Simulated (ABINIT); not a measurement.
**YVO4 (I4_1/amd): a self-consistent loop beyond G0W0, cycle by cycle**

How far does self-consistency move the gap of YVO4 (I4_1/amd)?

Program: ABINIT 10.8.3. Level of theory: LDA and many-body steps on it, plane waves. Results are calculated unless marked as measured.

## (1) The starting structure

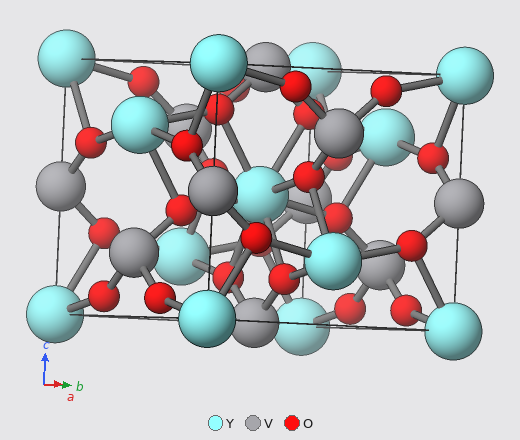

The starting structure, seen slightly off an axis (yttrium teal, vanadium grey, oxygen red). This picture shows the conventional cell, with its axes. Some periodic images of atoms are drawn too.

The cell and positions come from the Crystallography Open Database and are kept as given unless a step says otherwise.

## (2) Empty states on the mesh, 2×2×2 mesh, 146 bands

This step: ABINIT 10.8.3; DFT, LDA, plane waves, norm-conserving pseudopotentials.

The sums over transitions need many empty states on a uniform mesh; this step solves for them.

run.abi reads:

```
acell 3*1.0 Angstrom
rprim 
  -3.559150000000 3.559150000000 3.144650000000
  3.559150000000 -3.559150000000 3.144650000000
  3.559150000000 3.559150000000 -3.144650000000
ntypat 3
znucl 39 23 8
natom 12
typat 1 1 2 2 3 3 3 3 3 3 3 3
xred 
  0.750000000000 0.250000000000 0.500000000000
  0.000000000000 0.000000000000 0.000000000000
  0.500000000000 0.500000000000 0.000000000000
  0.250000000000 0.750000000000 0.500000000000
  0.510000000000 0.325800000000 0.184200000000
  0.075800000000 0.391600000000 0.315800000000
  0.141600000000 0.325800000000 0.815800000000
  0.075800000000 0.760000000000 0.684200000000
  0.240000000000 0.924200000000 0.315800000000
  0.674200000000 0.490000000000 0.815800000000
  0.608400000000 0.924200000000 0.684200000000
  0.674200000000 0.858400000000 0.184200000000
pp_dirpath "pseudos"
pseudos "Y.upf, V.upf, O.upf"
ecut 38
ngkpt 2 2 2
nshiftk 1
shiftk 0 0 0
kptopt 1
chksymbreak 0
iscf -2
irdden 1
istwfk *1
nband 146
nbdbuf 12
tolwfr 1e-09
nstep 60
prtvol 0
indata_prefix "in"
outdata_prefix "out"
tmpdata_prefix "tmp"
```

Launch:

```
OMP_NUM_THREADS=1 mpirun -n 4 abinit run.abi > log
```

Numbers of over 12 decimals in the logs are rounded to 6 here.

Output:

```text
.Version 10.8.3 of ABINIT. v10.8.2 released Aug 2026.

 Symmetries : space group I4_1/a m d (#141); Bravais tI (body-center tetrag.)
[... echo of the input left out ...]
== DATASET  1 ==================================================================
-   mpi_nproc: 4, omp_nthreads: 1 (-1 if OMP is not activated)

--- !DatasetInfo
iteration_state: {dtset: 1, }
dimensions: {natom: 12, nkpt: 4, mband: 146, nsppol: 1, nspinor: 1, nspden: 1, mpw: 12033, }
cutoff_energies: {ecut:  38.0, pawecutdg:  -1.0, }
[...]
1.29060    1.29060    1.29258    1.29906    1.31160    1.31160    1.33091    1.34305
   1.36717    1.37240    1.39083    1.39813    1.39813    1.42252    1.43078    1.43090
   1.44854    1.47586
 prteigrs : prtvol=0 or 1, do not print more k-points.

== END DATASET(S) ==============================================================
================================================================================

 -outvars: echo values of variables after computation  --------
            nband         146
             nkpt           4
          spgroup         141
 [... the other variables as echoed above ...]

 Calculation completed.
```

Wall time 76 s (4 MPI ranks of Arm Neoverse V1, shared host); peak memory 0.54 GiB.

This step gave:

```
gap                                                           : 2.875 eV
k of the valence top                                          : 0, 0, 0
k of the conduction bottom                                    : 0, 0, 0
least direct gap                                              : 2.875 eV
k points computed                                             : 4
lowest point of the top converged band, above the valence top : 32.30 eV
```

On this mesh the gap is 2.875 eV.

The density comes from a self-consistent run that is not shown.

## (3) Screening, 2×2×2 mesh, 134 bands, screening to 89.8 eV

The RPA dielectric matrix is built and inverted for each q.

This step: RPA screening on LDA, plane waves, norm-conserving pseudopotentials.

Edit run.abi of step 2 so:

```diff
@@ -30,10 +30,11 @@
 chksymbreak 0
-iscf -2
-irdden 1
 istwfk *1
-nband 146
-nbdbuf 12
-tolwfr 1e-09
-nstep 60
-prtvol 0
+occopt 1
+irdwfk 1
+optdriver 3
+nband 134
+ecuteps 3.3
+inclvkb 2
+awtr 1
+symchi 1
 indata_prefix "in"
```

Output:

```text
.Version 10.8.3 of ABINIT. v10.8.2 released Aug 2026.

 Symmetries : space group I4_1/a m d (#141); Bravais tI (body-center tetrag.)
[... echo of the input left out ...]
== DATASET  1 ==================================================================
-   mpi_nproc: 4, omp_nthreads: 1 (-1 if OMP is not activated)

--- !DatasetInfo
iteration_state: {dtset: 1, }
dimensions: {natom: 12, nkpt: 4, mband: 134, nsppol: 1, nspinor: 1, nspden: 1, mpw: 12033, }
cutoff_energies: {ecut:  38.0, pawecutdg:  -1.0, }
electrons: {nelect:   9.60000000E+01, charge:   0.00000000E+00, occopt:   1.00000000E+00, tsmear:   1.00000000E-02, }

 SCREENING: Calculation of the susceptibility and dielectric matrices

 Based on a program developped by R.W. Godby, V. Olevano, G. Onida, and L. Reining.
 Incorporated in ABINIT by V. Olevano, G.-M. Rignanese, and M. Torrent.
.Using double precision arithmetic ; gwpc =  8

[... cell and pseudopotentials left out ...]
--------------------------------------------------------------------------------

 ==== K-mesh for the wavefunctions ====
 Number of points in the irreducible wedge :     4
[... list of points left out ...]
 Together with 16 symmetry operations and time-reversal symmetry
 yields     8 points in the full Brillouin Zone.

 ==== Q-mesh for the screening function ====
 Number of points in the irreducible wedge :     4
[... list of points left out ...]
 Together with 16 symmetry operations and time-reversal symmetry
 yields     8 points in the full Brillouin Zone.

 setmesh: FFT mesh size selected  =    36x   36x   36
          total number of points  =        46656

 vcoul_init : cutoff-mode = AUXILIARY_FUNCTION
 q-points for optical limit:   1
     1)      0.000010    0.000020    0.000030

- screening: taking advantage of time-reversal symmetry
- Maximum band index for partially occupied states nbvw = 48
- Remaining bands to be divided among processors   nbcw = 86
- Number of bands treated by each node ~21

 Number of electrons calculated from density =   96.0000; Expected =   96.0000
 average of density, n =  0.089279
 r_s =    1.3880
 omega_plasma =   28.8224 [eV]

 calculating chi0 at frequencies [eV] :
  1    0.000000E+00    0.000000E+00
  2    0.000000E+00    2.882242E+01

--------------------------------------------------------------------------------
  q-point number  1        q = ( 0.000000, 0.000000, 0.000000) [r.l.u.]
--------------------------------------------------------------------------------
[... chi0 elements left out ...]
 For q-point:  0.000010 0.000020 0.000030
  dielectric constant =   4.0798
  dielectric constant without local fields =   4.9440

  Average fulfillment of the sum rule on Im[epsilon] for q-point    1 :     40.46  [%]
[... wings left out ...]
  q-point number  2        q = ( 0.500000, 0.000000, 0.000000) [r.l.u.]
--------------------------------------------------------------------------------
[... chi0 elements left out ...]
  Average fulfillment of the sum rule on Im[epsilon] for q-point    2 :     46.45  [%]

 [... 2 further q-points ...]
```

Elapsed: 94 s, on 4 MPI ranks; peak memory 1.9 GiB; 6.3 min of CPU time.

This step gave:

```yaml
eps_infinity_with_local_fields_on_this_mesh_along_the_program_s_q_direction: 4.080
the_same_without_local_fields: 4.944
plasma_frequency: 28.82 eV
plane_waves_in_the_screening_matrix: 297
```

Local fields lower ε∞ by 17 %. On a Γ-centred mesh this coarse the value itself is usually too large, while a short band sum pulls it down.

## (4) G0W0

The self-energy is evaluated for the states that the input lists, and the levels follow from it, in one-shot runs by the linearised quasiparticle equation.

This step: G0W0 on LDA, plane waves, norm-conserving pseudopotentials.

Edit run.abi of step 3 so:

```diff
@@ -33,8 +33,15 @@
 irdwfk 1
-optdriver 3
+optdriver 4
 nband 134
+gwcalctyp 0
+ecutsigx 38
+symsigma 1
+nkptgw 1
+kptgw 
+  0.0000000000 0.0000000000 0.0000000000
+bdgw 
+  46 50
 ecuteps 3.3
-inclvkb 2
-awtr 1
-symchi 1
+irdscr 1
+ppmodel 1
 indata_prefix "in"
```

Output:

```text
.Version 10.8.3 of ABINIT. v10.8.2 released Aug 2026.

 Symmetries : space group I4_1/a m d (#141); Bravais tI (body-center tetrag.)
[... echo of the input left out ...]
== DATASET  1 ==================================================================
-   mpi_nproc: 4, omp_nthreads: 1 (-1 if OMP is not activated)

--- !DatasetInfo
iteration_state: {dtset: 1, }
dimensions: {natom: 12, nkpt: 4, mband: 134, nsppol: 1, nspinor: 1, nspden: 1, mpw: 12033, }
cutoff_energies: {ecut:  38.0, pawecutdg:  -1.0, }
electrons: {nelect:   9.60000000E+01, charge:   0.00000000E+00, occopt:   1.00000000E+00, tsmear:   1.00000000E-02, }

 SIGMA: Calculation of the GW corrections

 Based on a program developped by R.W. Godby, V. Olevano, G. Onida, and L. Reining.
 Incorporated in ABINIT by V. Olevano, G.-M. Rignanese, and M. Torrent.
.Using double precision arithmetic ; gwpc =  8

[... cell and pseudopotentials left out ...]
--------------------------------------------------------------------------------

 ==== K-mesh for the wavefunctions ====
 Number of points in the irreducible wedge :     4
[... list of points left out ...]
 Together with 16 symmetry operations and time-reversal symmetry
 yields     8 points in the full Brillouin Zone.

 ==== Q-mesh for screening function ====
 Number of points in the irreducible wedge :     4
[... list of points left out ...]
 Together with 16 symmetry operations and time-reversal symmetry
 yields     8 points in the full Brillouin Zone.

 vcoul_init : cutoff-mode = AUXILIARY_FUNCTION
 q-points for optical limit:   1
     1)      0.000010    0.000020    0.000030
 setmesh: FFT mesh size selected  =    60x   60x   60
          total number of points  =       216000

 Number of electrons calculated from density =   96.0000; Expected =   96.0000
 average of density, n =  0.089279
 r_s =    1.3880
 omega_plasma =   28.8224 [eV]

 === KS Band Gaps ===
  >>>> For spin  1
   Minimum direct gap =   2.8750 [eV], located at k-point      :   0.0000  0.0000  0.0000
   Fundamental gap    =   2.8750 [eV], Top of valence bands at :   0.0000  0.0000  0.0000
                                       Bottom of conduction at :   0.0000  0.0000  0.0000
 SIGMA fundamental parameters:
 PLASMON POLE MODEL  1
 number of plane-waves for SigmaX                12033
 number of plane-waves for SigmaC and W            297
 number of plane-waves for wavefunctions         12033
 number of bands                                   134
 number of independent spin polarizations            1
 number of spinorial components                      1
 number of k-points in IBZ                           4
 number of q-points in IBZ                           4
 number of symmetry operations                      16
 number of k-points in BZ                            8
 number of q-points in BZ                            8
 number of frequencies for dSigma/dE                 9
 frequency step for dSigma/dE [eV]                0.25
 number of omega for Sigma on real axis              0
 max omega for Sigma on real axis  [eV]           0.00
 zcut for avoiding poles [eV]                     0.10

 EPSILON^-1 parameters (SCR file):
 dimension of the eps^-1 matrix on file            297
 dimension of the eps^-1 matrix used               297
 number of plane-waves for wavefunctions         12033
 number of bands                                   134
 number of q-points in IBZ                           4
 number of frequencies                               2
 number of real frequencies                          1
 number of imag frequencies                          1

 matrix elements of self-energy operator (all in [eV])

 Perturbative Calculation

--- !SelfEnergy_ee
iteration_state: {dtset: 1, }
kpoint     : [   0.000,    0.000,    0.000, ]
spin       : 1
KS_gap     :    2.875
QP_gap     :    5.238
Delta_QP_KS:    2.363
data: !SigmaeeData |
     Band     E0 <VxcDFT>   SigX SigC(E0)      Z dSigC/dE  Sig(E)    E-E0       E
       46   2.703 -19.236 -23.844   4.686   0.780  -0.282 -19.175   0.061   2.764
       47   2.703 -19.236 -23.844   4.686   0.780  -0.282 -19.175   0.061   2.764
       48   3.108 -19.464 -24.121   4.723   0.775  -0.290 -19.413   0.052   3.159
       49   5.983 -20.101 -12.980  -4.094   0.798  -0.254 -17.686   2.415   8.398
       50   6.715 -22.450 -14.685  -4.400   0.784  -0.275 -19.811   2.639   9.353

== END DATASET(S) ==============================================================
================================================================================

 -outvars: echo values of variables after computation  --------
           etotal      0.0000000000E+00
            nband         134
             nkpt           4
          spgroup         141
 [... the other variables as echoed above ...]

 Calculation completed.
```

The job ended after 8.3 s (4 MPI ranks; peak memory 1.4 GiB).

Numbers from this step:

```
G0W0 gap on the points computed              : 5.239 eV
starting gap on the mesh                     : 2.875 eV
k of the valence top                         : 0, 0, 0
k of the conduction bottom                   : 0, 0, 0
Z at the valence top                         : 0.775
Z at the conduction bottom                   : 0.798
least direct G0W0 gap on the computed points : 5.239 eV
```

The gap on the mesh goes from 2.87 eV to 5.24 eV, a correction of +2.36 eV.

## (5) evGW0, cycle 1

This step: evGW0 on LDA, plane waves, norm-conserving pseudopotentials.

Edit run.abi of step 4 so:

```diff
@@ -35,10 +35,16 @@
 nband 134
-gwcalctyp 0
+gwcalctyp 10
 ecutsigx 38
 symsigma 1
-nkptgw 1
+nkptgw 4
 kptgw 
   0.0000000000 0.0000000000 0.0000000000
+  0.5000000000 0.0000000000 0.0000000000
+  0.5000000000 0.5000000000 0.0000000000
+  0.5000000000 0.5000000000 0.5000000000
 bdgw 
-  46 50
+  25 60
+  25 60
+  25 60
+  25 60
 ecuteps 3.3
```

Output:

```text
.Version 10.8.3 of ABINIT. v10.8.2 released Aug 2026.

 Symmetries : space group I4_1/a m d (#141); Bravais tI (body-center tetrag.)
[... echo of the input left out ...]
== DATASET  1 ==================================================================
-   mpi_nproc: 4, omp_nthreads: 1 (-1 if OMP is not activated)

--- !DatasetInfo
iteration_state: {dtset: 1, }
dimensions: {natom: 12, nkpt: 4, mband: 134, nsppol: 1, nspinor: 1, nspden: 1, mpw: 12033, }
cutoff_energies: {ecut:  38.0, pawecutdg:  -1.0, }
electrons: {nelect:   9.60000000E+01, charge:   0.00000000E+00, occopt:   1.00000000E+00, tsmear:   1.00000000E-02, }

 SIGMA: Calculation of the GW corrections

 Based on a program developped by R.W. Godby, V. Olevano, G. Onida, and L. Reining.
 Incorporated in ABINIT by V. Olevano, G.-M. Rignanese, and M. Torrent.
.Using double precision arithmetic ; gwpc =  8

[... cell and pseudopotentials left out ...]
--------------------------------------------------------------------------------

 ==== K-mesh for the wavefunctions ====
 Number of points in the irreducible wedge :     4
[... list of points left out ...]
 Together with 16 symmetry operations and time-reversal symmetry
 yields     8 points in the full Brillouin Zone.

 ==== Q-mesh for screening function ====
 Number of points in the irreducible wedge :     4
[... list of points left out ...]
 Together with 16 symmetry operations and time-reversal symmetry
 yields     8 points in the full Brillouin Zone.

 vcoul_init : cutoff-mode = AUXILIARY_FUNCTION
 q-points for optical limit:   1
     1)      0.000010    0.000020    0.000030
 setmesh: FFT mesh size selected  =    60x   60x   60
          total number of points  =       216000

 Number of electrons calculated from density =   96.0000; Expected =   96.0000
[...]
--- !SelfEnergy_ee
iteration_state: {dtset: 1, }
kpoint     : [   0.500,    0.500,    0.000, ]
spin       : 1
KS_gap     :    3.954
QP_gap     :    6.495
Delta_QP_KS:    2.541
data: !SigmaeeData |
     Band     E_DFT   <VxcDFT>   E(N-1)  <Hhartree>   SigX  SigC[E(N-1)]    Z     dSigC/dE  Sig[E(N)]  DeltaE  E(N)_pert E(N)_diago
[...]
--- !SelfEnergy_ee
iteration_state: {dtset: 1, }
kpoint     : [   0.500,    0.500,    0.500, ]
spin       : 1
KS_gap     :    4.219
QP_gap     :    6.806
Delta_QP_KS:    2.588
data: !SigmaeeData |
     Band     E_DFT   <VxcDFT>   E(N-1)  <Hhartree>   SigX  SigC[E(N-1)]    Z     dSigC/dE  Sig[E(N)]  DeltaE  E(N)_pert E(N)_diago
[...]
59    10.127   -14.693    10.127    24.820    -8.181    -3.635     0.834    -0.199   -12.295     2.398    12.525    13.003
       60    10.127   -14.693    10.127    24.820    -8.181    -3.635     0.834    -0.199   -12.295     2.398    12.525    13.003

 New Fermi energy :        2.238807E-01 Ha ,    6.092103E+00 eV

 === QP Band Gaps ===
  >>>> For spin  1
   Minimum direct gap =   5.8354 [eV], located at k-point      :   0.0000  0.0000  0.0000
   Fundamental gap    =   5.8354 [eV], Top of valence bands at :   0.0000  0.0000  0.0000
                                       Bottom of conduction at :   0.0000  0.0000  0.0000

 writing QP data on file : out_QPS

 Convergence of QP corrections
 >>>>> For spin  1 <<<<<
.  kptgw no:  1; Maximum DeltaE = (  -0.081   0.003) for band index: 26
.  kptgw no:  2; Maximum DeltaE = (  -0.096   0.004) for band index: 33
.  kptgw no:  3; Maximum DeltaE = (  -0.114  -0.000) for band index: 34
.  kptgw no:  4; Maximum DeltaE = (  -0.128   0.008) for band index: 34

== END DATASET(S) ==============================================================
================================================================================

 -outvars: echo values of variables after computation  --------
           etotal      0.0000000000E+00
            nband         134
             nkpt           4
          spgroup         141
 [... the other variables as echoed above ...]

 Calculation completed.
```

It took 2.3 min on 4 MPI ranks; peak memory 3.5 GiB.

This step gave:

| Quantity | Value |
| --- | --- |
| quasiparticle gap on the mesh | 5.836 eV |
| gap of the density functional on the mesh | 2.875 eV |
| k of the valence top | 0, 0, 0 |
| k of the conduction bottom | 0, 0, 0 |
| Z at the valence top | 0.775 |
| Z at the conduction bottom | 0.798 |
| least direct quasiparticle gap on the computed points | 5.836 eV |

Against G0W0 in ABINIT (2×2×2 mesh, 134 bands, screening to 89.8 eV, Godby-Needs plasmon pole), the gap moves by +0.597 eV. This first cycle still uses the starting levels; it takes the full correction, at all points of the mesh, and its linearised value is 5.239 eV.

## (6) evGW0, cycle 2

The corrected levels of the last cycle go back in.

Edit run.abi of step 5 so:

```diff
@@ -52,2 +52,3 @@
 ppmodel 1
+irdqps 1
 indata_prefix "in"
```

Output:

```text
.Version 10.8.3 of ABINIT. v10.8.2 released Aug 2026.

 Symmetries : space group I4_1/a m d (#141); Bravais tI (body-center tetrag.)
[... echo of the input left out ...]
== DATASET  1 ==================================================================
-   mpi_nproc: 4, omp_nthreads: 1 (-1 if OMP is not activated)

--- !DatasetInfo
iteration_state: {dtset: 1, }
dimensions: {natom: 12, nkpt: 4, mband: 134, nsppol: 1, nspinor: 1, nspden: 1, mpw: 12033, }
cutoff_energies: {ecut:  38.0, pawecutdg:  -1.0, }
[...]
.  kptgw no:  2; Maximum DeltaE = (   0.076   0.006) for band index: 33
.  kptgw no:  3; Maximum DeltaE = (   0.069   0.005) for band index: 33
.  kptgw no:  4; Maximum DeltaE = (   0.027   0.004) for band index: 33

== END DATASET(S) ==============================================================
================================================================================

 -outvars: echo values of variables after computation  --------
           etotal      0.0000000000E+00
            nband         134
             nkpt           4
          spgroup         141
 [... the other variables as echoed above ...]

 Calculation completed.
```

It took 2.3 min on 4 MPI ranks; peak memory 3.5 GiB.

This step gave:

```yaml
quasiparticle_gap_on_the_mesh: 5.644 eV
gap_of_the_density_functional_on_the_mesh: 2.875 eV
k_of_the_valence_top: 0, 0, 0
k_of_the_conduction_bottom: 0, 0, 0
least_direct_quasiparticle_gap_on_the_computed_points: 5.644 eV
```

Against the cycle before, the gap moves by −0.192 eV.

[end of part 1 of 3]

[Paths, hosts, dates, memory and timing lines, banners, echoed tables and standing remarks are left out of the program output.]

[Logs are printed without paths, hosts, clocks, repeated set-up lines and the standing remarks that a program may print on its own settings, such as how far it seeks lower states.]

[Runs of the session that timed out or met a known fault of the program may be left out.]

[Hosts, paths, dates, database ids (printed as entryN), source tags and the programs' standing remarks are cut or masked in the printed files.]

[G0W0 gaps are taken among the corrected bands and points alone; a level outside them can change the order at an edge.]

[Where Ansatz stands beside ABINIT at settings called matched, ABINIT's density can come from a denser mesh and the files from another edition; pairs whose starting gaps differed by over 0.03 eV were left out, so agreement reads better than it is.]
